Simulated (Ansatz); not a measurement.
Electronic density of states of amorphous Si20B4O46, density 1.96 g/cm³, on a 2×2×2 Γ-centred mesh with a Gaussian width of 0.1 eV; energies count from the Fermi level, whose place inside the gap is arbitrary. Cell and mesh are small, so fine structure isn't converged. Method: PBE, scalar-relativistic without spin-orbit coupling (plane waves to 420 eV, PAW; Ansatz, a quantum-chemistry and plane-wave program). Sampling: a 2×2×2 Γ-centred mesh; Fermi-Dirac width 0.02 eV; no spin polarisation. At PBE the levels at the filled edge of the gap are localised (band-tail or defect states).

A CHGNet melt-quench gave the starting glass, which DFT then relaxed. O atoms were pushed apart under 1.9 Å during the dynamics, to hinder bonds among them. The hot cell started wider than the set density and was brought back towards it in steps. It is the lowest in DFT energy of 2 quenches. It is a model cell: composition and starting density were chosen by hand, and all elements were melted together. No dispersion term was used. Its density started from a set value of 2.25 and ended at 1.96 g/cm³. Cooling (nominally 390 K/ps over its main leg) ran many orders faster than in experiment, which tends to leave more defects and strain. A cell of this size samples the disorder only roughly. Volume and shape were free in the relaxation.

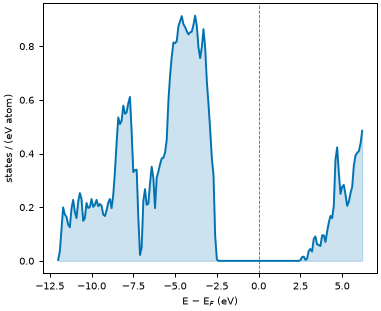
Figure: Density of states per atom

The level gap on this mesh is 5.35 eV; the broadening fills part of it in the curve.
